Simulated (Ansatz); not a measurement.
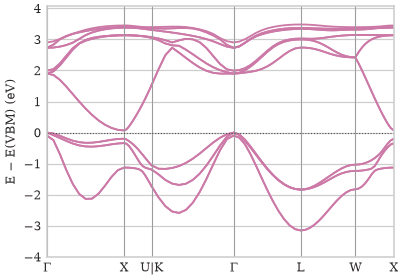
*Band structure from r²SCAN with spin–orbit coupling in the plane-wave PAW code Ansatz*

### Question
Read off the gap and where the band edges lie.

### Answer
About 0.1 eV (0.07 eV by a search for the band edges); maximum at Γ, minimum at X.

The material is LaP (rock salt, Fm-3m).

The workflow started from an entry of the Crystallography Open Database (COD). Whether it is the stable phase at ambient conditions was not checked. The r²SCAN relaxation kept the symmetry of its start; whether a distortion lowers the energy is not shown.

Potentials: the later of the program's two PAW sets.
